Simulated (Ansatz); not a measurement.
Relaxed Li (bcc, W type):

```yaml
crystal:
  lattice:
    - [-3.43518, 3.43518, 3.43518]
    - [0.00000, 0.00000, 3.43518]
    - [0.00000, 3.43518, 0.00000]
  atoms:
    - { symbol: Li, position: [0.00000, 0.00000, 0.00000] }
    - { symbol: Li, position: [0.50000, 0.00000, 0.00000] }
```

The atoms are displaced by Q × the pattern below (from a DFPT mode at H = (0.5, 0.5, 0.5), largest move 1; Q in Å), at fixed cell. It is one choice among 3 degenerate patterns. (q is in reciprocal vectors of the primitive cell; the cell shown is doubled to hold the pattern.)

| atom | x | y | z |
|---|---|---|---|
| Li1 | 0.000 | 0.000 | -1.000 |
| Li2 | 0.000 | 0.000 | 1.000 |

All values below come from PBE (plane waves to 420 eV, PAW, scalar-relativistic; Ansatz, an electronic-structure program). k mesh 19×19×19 (Γ-centred), Fermi-Dirac smearing 0.05 eV. The energy includes the smearing's −TS. With partly filled bands, energies and forces of such displacements shift with the k mesh and the smearing. Li was relaxed with its symmetry unable to fall. ΔE is measured from the undisplaced structure.

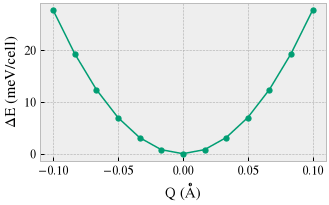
Fig. 1. ΔE (meV/cell) against Q (Å); computed points joined by lines.

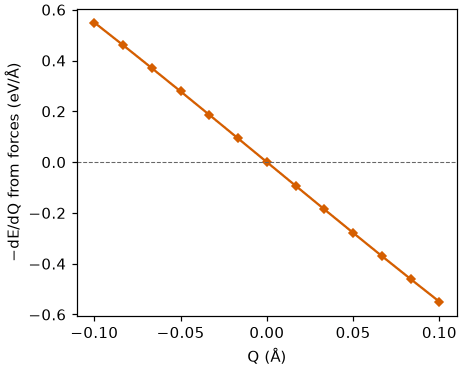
*−dE/dQ from forces (eV/Å) against Q (Å); one marker a computed point.*

The energy at Q = 0.100 Å comes out as 27.7 meV/cell. Symmetry of the curve: even: the same for both signs. Harmonic wavenumber from the curvature (finite differences): 331 cm⁻¹. Shape of the curve: a single well with its minimum at or next to zero displacement. Space group of the distorted cell: P4/nmm (No. 129), lowered from Im-3m.

E″ = 5.59 eV/Å², M = Σ mᵢ|uᵢ|² = 13.9 u, ν̃ = 521.5·√(|E″|/M).

(A displaced cell: forces are minus the slopes of the energy, force constants its curvatures, and phonons follow from these.)
